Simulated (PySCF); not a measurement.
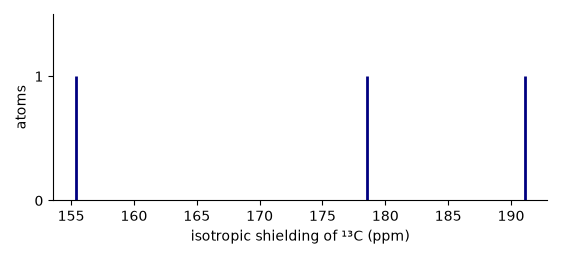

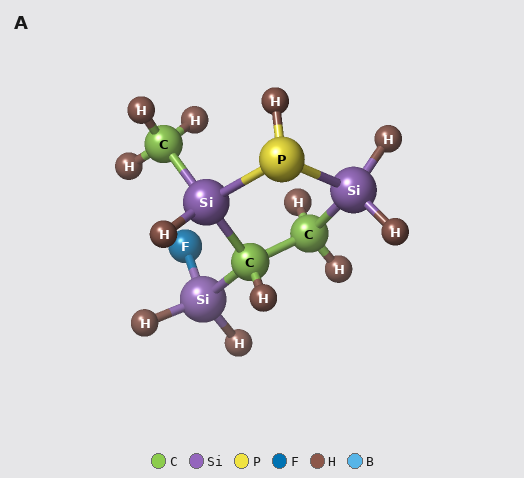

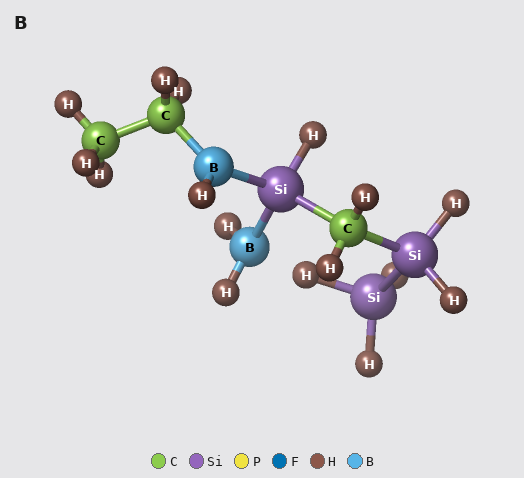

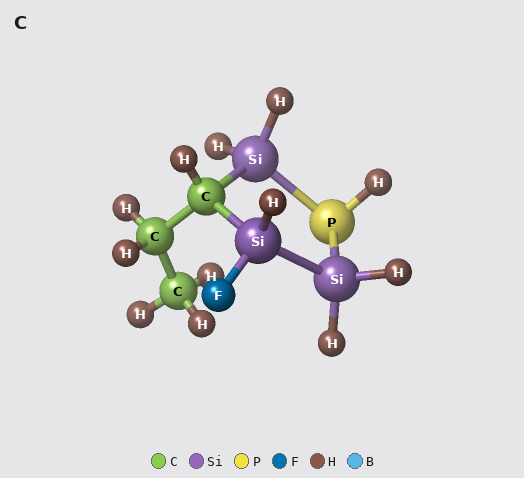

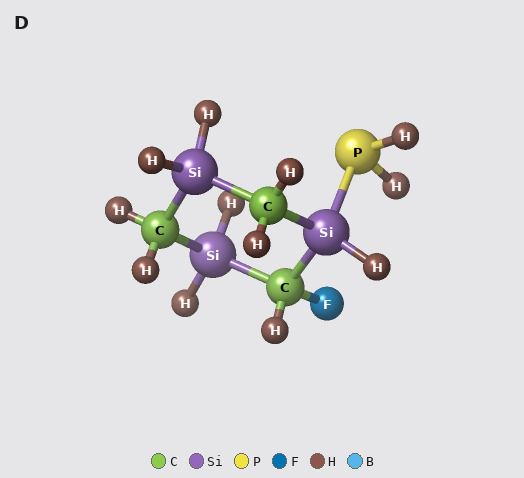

The sticks are computed shieldings of one of the molecules, for one fixed geometry (GFN2-xTB) without averaging over rotations. Low shielding means a high chemical shift. Method: GIAO PBE0/pcSseg-1 NMR shielding, non-relativistic, gas phase (PySCF 2.14.0).

Which molecule gives this pattern?

Answer. B, `B[Si@@H](BCC)C[SiH2][SiH3]`. Its 3 C atoms give lines at 155.4, 178.6, 191.1 ppm.

The geometry is semi-empirical. Around B, P, Si such bond lengths and angles can be off by a tenth of an ångström or more and by several degrees, and values that hang on the shape move with them.
